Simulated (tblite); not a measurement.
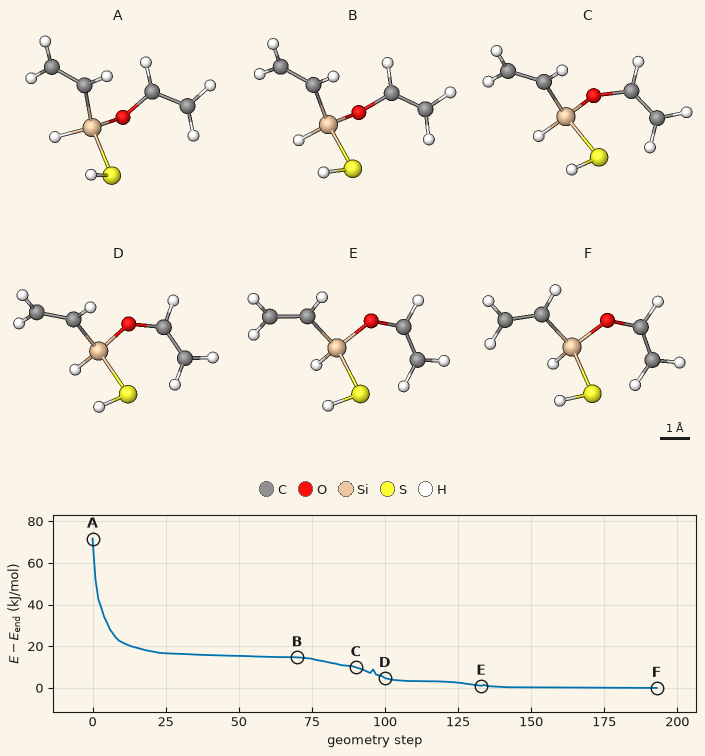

Frames of a relaxation of C4H8OSSi, marked on the history of the run. A ball-and-stick model, seen at a tilt.

These are results of GFN2-xTB geometry optimisation, gas phase (tblite 0.8.0), not measurements. 

What happens along the run?

Answer. An H atom moves most after the best rigid fit: 1.66 Å. Largest moves by element: H 1.66 Å, O 1.64 Å, C 0.86 Å, S 0.80 Å, Si 0.74 Å. Among the contacts that change: O–Si 1.737 → 1.621 Å, H–S 1.414 → 1.323 Å, C–O 1.384 → 1.348 Å, C–H 1.108 → 1.079 Å. Bond angles that change, for instance: C–O–Si 121.2° → 133.5°, Si–S–H 106.1° → 96.3°, C–C–O 116.7° → 126.2°. Groups turn about O–Si by about 145°, C–O by about 105°, C–Si by about 50°. Over 193 geometry steps the energy falls by 71.7 kJ/mol. From step 0 to 70: an H atom moves most (0.50 Å), energy −57.0 kJ/mol. From step 70 to 90: an H atom moves most (0.70 Å), energy −4.78 kJ/mol. From step 90 to 100: the O atom moves most (0.49 Å), energy −5.18 kJ/mol. From step 100 to 133: H atoms move most (0.48 Å), energy −3.68 kJ/mol. From step 133 to 193: an H atom moves most (0.45 Å), energy −1.04 kJ/mol.

```tsv
step	E − E(0), kJ/mol
0	0.00
1	-19.43
2	-29.14
3	-33.20
4	-37.66
5	-40.50
6	-43.67
7	-45.57
8	-47.53
9	-48.93
10	-49.70
20	-54.07
29	-55.27
39	-55.87
49	-56.25
58	-56.69
68	-56.91
77	-58.36
87	-60.97
97	-65.30
106	-68.19
116	-68.48
126	-69.29
135	-70.78
145	-71.39
154	-71.42
164	-71.49
174	-71.56
183	-71.65
193	-71.69
```
